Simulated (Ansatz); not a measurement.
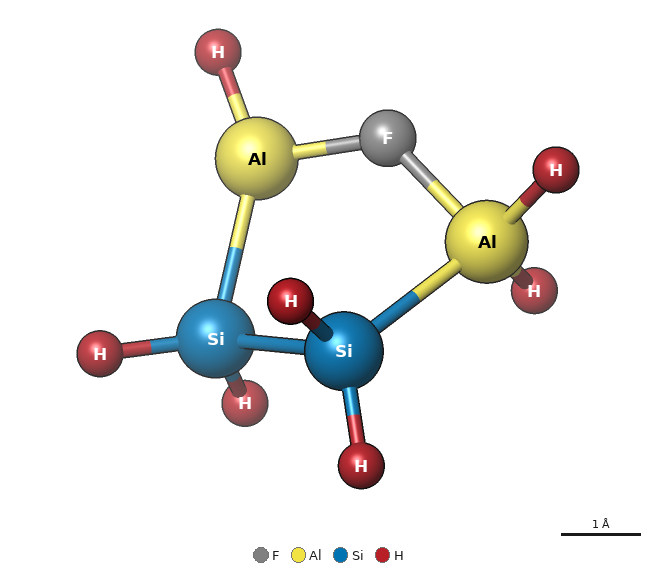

Depth is shown by fading: the farther an atom, the more it takes the colour of the background. The geometry was computed by an optimisation with PBE-D4/def2-SVP. No frequency run is at hand to confirm it as a minimum. Masses are those of the most abundant isotopes; constants are for the rigid equilibrium geometry.

### Classify the rotor and give the rotational constants (GHz).

An asymmetric top (C1): A = 1.98, B = 1.82, C = 1.03 GHz. Ray's parameter κ is 0.66, nearer the oblate limit.
